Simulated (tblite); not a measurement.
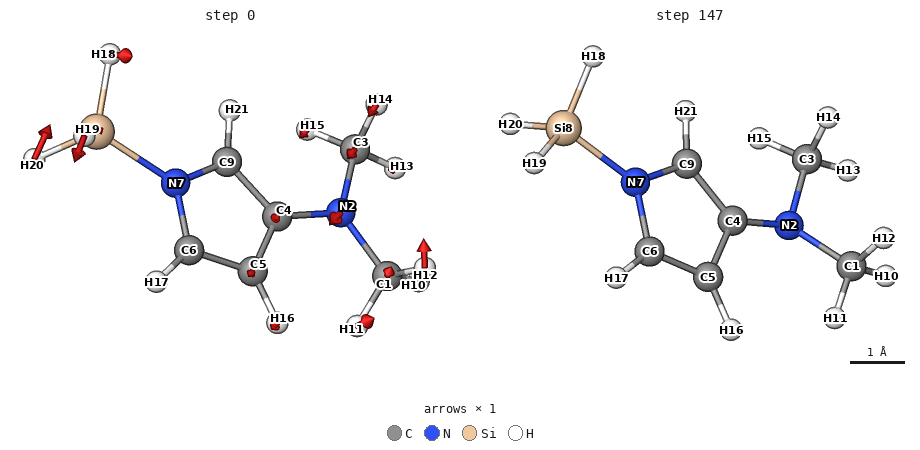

The structure of C₆H₁₂N₂Si before (left) and after (right) a relaxation, at one scale. The red arrows give the displacements, at their true length.

A ball-and-stick model, seen at a tilt.

These are results of GFN2-xTB geometry optimisation, gas phase (tblite 0.8.0), not measurements. 

Q: What changed between the two?

A: After 147 geometry steps the energy has fallen by 60.1 kJ/mol. H20 moves most after the best rigid fit: 0.78 Å. Largest moves by element: H 0.78 Å, N 0.41 Å, C 0.28 Å, Si 0.16 Å. Near-neighbour distances that change, for instance: N7–Si8 1.814 → 1.741 Å, C4–C5 1.370 → 1.426 Å, N7–C9 1.331 → 1.379 Å, C3–H13 1.135 → 1.090 Å. Among the angles between lasting bonds that change: C1–N2–C3 123.4° → 113.3°, N2–C1–H12 105.4° → 112.7°, N7–C9–H21 126.7° → 119.4°. Groups turn about N7–Si8 by about 30°. Cost: 2 s on 1 thread of Arm Neoverse N1, with other jobs on the host.
